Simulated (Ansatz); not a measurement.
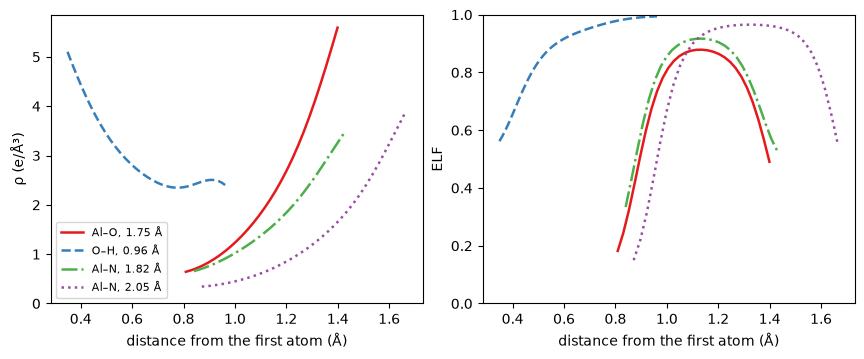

AlH₈N₃O. Electron density and ELF along straight lines between neighbouring atoms. The curves leave out the atomic cores.

Computed with RKS B3LYP/def2-SVP in Ansatz 0.2.0.

Input file:

```
crystal:
  periodic: [false, false, false]
  atoms:
    - { symbol: Al, position_ang: [0.30631, -0.863402, 0.132667] }
    - { symbol: O, position_ang: [1.434509, -0.053715, -1.037923] }
    - { symbol: "N", position_ang: [-1.081788, -1.800118, -0.457465] }
    - { symbol: "N", position_ang: [0.840005, -0.874194, 1.820342] }
    - { symbol: H, position_ang: [0.303845, 1.902759, -0.838435] }
    - { symbol: "N", position_ang: [-0.55206, 2.190059, -0.358834] }
    - { symbol: H, position_ang: [1.41974, -0.348425, -1.955646] }
    - { symbol: H, position_ang: [-1.526919, -1.682181, -1.361584] }
    - { symbol: H, position_ang: [-1.645805, -2.414992, 0.120374] }
    - { symbol: H, position_ang: [0.257062, -1.071314, 2.626416] }
    - { symbol: H, position_ang: [1.737949, -0.509281, 2.121075] }
    - { symbol: H, position_ang: [-0.307615, 2.965283, 0.258043] }
    - { symbol: H, position_ang: [-1.185133, 2.55962, -1.06903] }
basis:
  gaussian: { orbitals: def2-SVP }
hamiltonian:
  xc: b3lyp
relax:
  f_tol: 0.03
  max_steps: 50
output:
  orbitals: {}
```

Command:

```sh
ansatz run input.yaml --threads 2 --pin off --max-ram 3072MiB --backend cpu --events-out ev --progress --plain --runs-dir out
```

The fields are those of the relaxed geometry.

**Compare the contacts.**

Al–O (1.75 Å): ρ is about 0.77 e/Å³ halfway; the ELF peaks at about 0.90 in the valence shell of O, 0.6 Å from its nucleus, and is about 0.40 at the midpoint.
O–H (0.96 Å): ρ at the midpoint is about 3.6 e/Å³; the ELF climbs to about 1 towards the hydrogen, as it does in any bond to H (an ordinary covalent bond to hydrogen).
Al–N (1.82 Å): ρ at the midpoint is about 0.78 e/Å³; the ELF peaks at about 0.90 in the valence shell of N, 0.7 Å from its nucleus, and is about 0.65 at the midpoint.
Al–N (2.05 Å): ρ at the midpoint is about 0.48 e/Å³; the ELF peaks at about 0.95 in the valence shell of N, 0.7 Å from its nucleus, and is about 0.75 at the midpoint.
